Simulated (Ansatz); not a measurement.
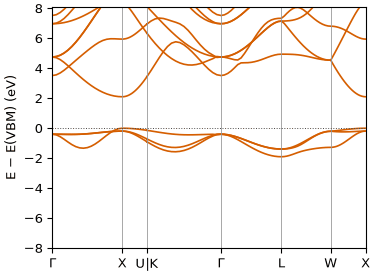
Figure. Band structure from PBE in the plane-wave PAW code Ansatz

### Question
Read off the gap and where the band edges lie.

### Answer
About 2.1 eV (2.10 eV by a search for the band edges); maximum at X, minimum at X.

The material is BaO (rock salt, space group No. 225).

Space group Fm-3m (rock salt). The cell was relaxed with PBE under the symmetry of its start; phonons on a q-mesh show no instability. Scalar-relativistic: spin–orbit coupling is off unless named, which matters more the heavier the elements.

Potentials: the later of the program's two PAW sets.
